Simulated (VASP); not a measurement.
Band structure of Zr (space group P6_3/mmc). Method: PBE GGA, VASP's PBE PAW potentials (set 64) (plane waves; VASP).

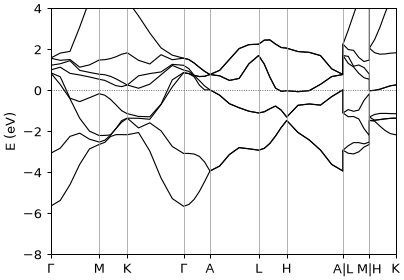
Bands along high-symmetry lines, zero at the valence-band maximum or, without a gap, the Fermi level

Read the plot: is there a gap, and where are the band edges?

It has no gap at this level: it comes out as a metal or semimetal.

The structure comes from a computed database's Zr entry (P6_3/mmc); how it stands against other phases isn't given here. The cell was not relaxed at this level.
